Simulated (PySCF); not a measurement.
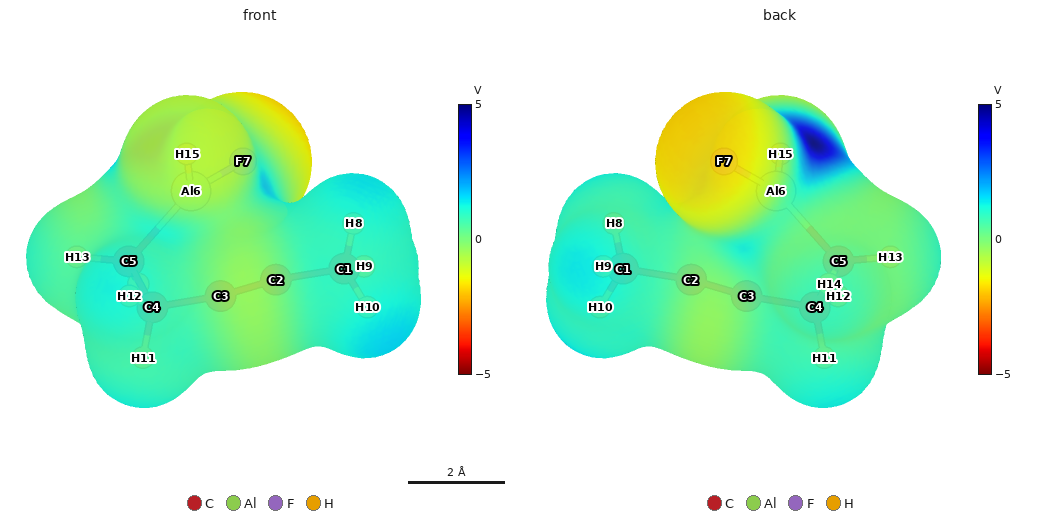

Figure. C₅H₈AlF (SMILES CC#CC[CH2][AlH][F]). The molecular electrostatic potential painted on the density surface at 0.004 e/bohr³, seen from the front and from behind; the colour scale runs from red (negative) to blue (positive).

Geometry: GFN2-xTB.

Level of theory: PySCF 2.14.0, PBE0/pcSseg-1, SCF density, gas phase, non-relativistic.

```xyz
15

C     2.4935    0.7920   -0.2428
C     1.2807    0.0529    0.0411
C     0.3711   -0.6922    0.3258
C    -0.8531   -1.4352    0.5566
C    -1.9515   -0.7201   -0.2783
Al   -1.1908    1.1280   -0.0827
F    -0.7460    2.1068   -1.3386
H     2.4784    1.7414    0.2907
H     2.5611    0.9931   -1.3112
H     3.3658    0.2189    0.0713
H    -0.7264   -2.4845    0.2752
H    -1.0964   -1.3923    1.6212
H    -2.9364   -1.0306    0.0806
H    -1.8835   -1.0851   -1.3142
H    -1.1709    1.8150    1.2832
```

Describe the electrostatic potential map.

The most negative region (about −1.9 V) lies over F7, the most positive (about +4.0 V) over Al6.
